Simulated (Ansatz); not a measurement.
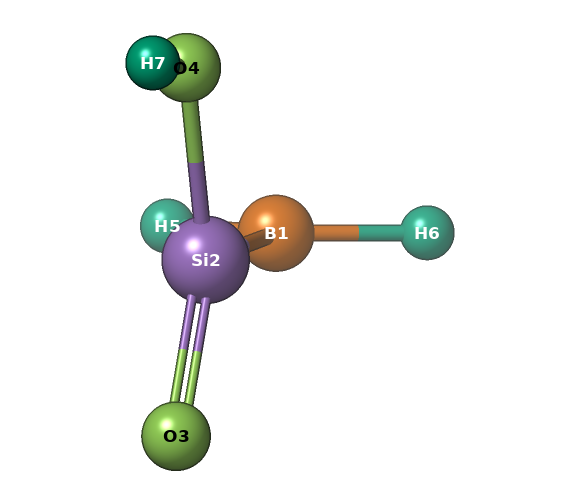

B1 lies behind Si2. The molecule seen a little off the Si2–B1 bond, Si2 in front. Atoms fade into the background with distance from the viewer. Computed geometry: PBE0-D4/def2-TZVP optimisation. No frequency run is at hand to confirm it as a minimum.

**What is the torsion angle O4–Si2–B1–H5? The sign is positive where the front bond must turn clockwise to cover the back bond.**

−92°, about perpendicular.
